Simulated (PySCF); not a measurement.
C₈H₁₀Si (SMILES c1ccc([SiH]2CC2)cc1)

The calculation's input:

```
{"job": {"kind": "nmr", "xc": "PBE0", "basis": "pcSseg-1"}, "charge": 0, "multiplicity": 1}
C      3.041651     0.092011     0.091841
C      2.534946     0.902438    -0.910157
C      1.168981     0.988295    -1.105973
C      0.281868     0.270044    -0.309269
Si    -1.563854     0.401736    -0.592429
C     -2.737251     0.136619     0.860066
C     -2.673761    -1.046062    -0.113911
C      0.808638    -0.541054     0.693547
C      2.173321    -0.630597     0.893586
H      4.108483     0.025752     0.248539
H      3.206665     1.467464    -1.540740
H      0.781883     1.622797    -1.891082
H     -1.987914     1.270666    -1.680473
H     -2.351473    -0.042400     1.853787
H     -3.679204     0.664248     0.892754
H     -3.577896    -1.238777    -0.672597
H     -2.247733    -1.960661     0.273641
H      0.139468    -1.108041     1.324797
H      2.563377    -1.265225     1.676611
```

Launched as:

```sh
OMP_NUM_THREADS=1 python probes_run.py task.json out
```

Geometry: GFN2-xTB.

Theory: PBE0/pcSseg-1, SCF density, gas phase, non-relativistic in PySCF 2.14.0.

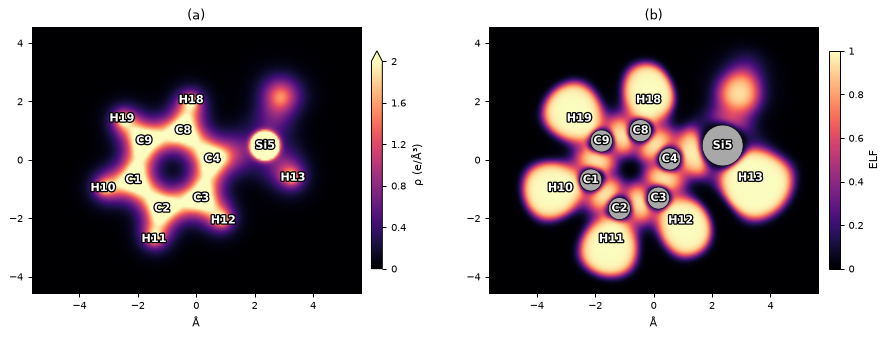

Figure 1. (a) electron density; (b) electron localisation function on the plane of atoms C8, C9 and H19. Grey discs cover the atomic cores in the ELF map.

What does the map show?

Answer. Atoms in the plane: C, Si and H.
C–C (1.38 Å): ρ is about 2.1 e/Å³ halfway; the ELF peaks at about 0.95 between the atoms (localised, covalent bonding).
C–Si (1.87 Å): the density is about 0.95 e/Å³ at the midpoint; the ELF peaks at about 0.95 between the atoms; a covalent bond.
C–H (1.08 Å): ρ is about 2 e/Å³ halfway; the ELF climbs to about 1 towards the hydrogen, as it does in any bond to H; an ordinary covalent bond to hydrogen.
Si–H (1.46 Å): ρ is about 0.82 e/Å³ halfway; the ELF climbs to about 1 towards the hydrogen.

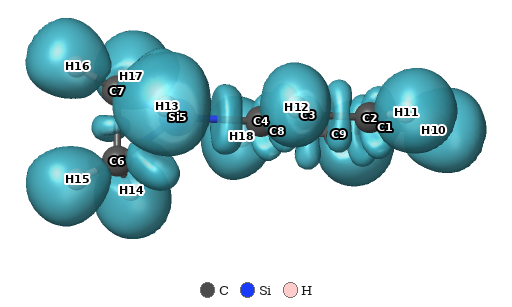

Figure 2. Isosurface of the ELF at 0.8 (cyan), seen from one side. Core shells and regions of very low density are left out.

What do the ELF domains correspond to?

Answer. The surface consists of seven regions between bonded C–C atoms (shared pairs), one region between bonded C–Si atoms (shared pairs), ten regions around hydrogen nuclei, one region on Si in which the atom's valence shell and bonds are merged and one region wrapped around Si (its valence shell).
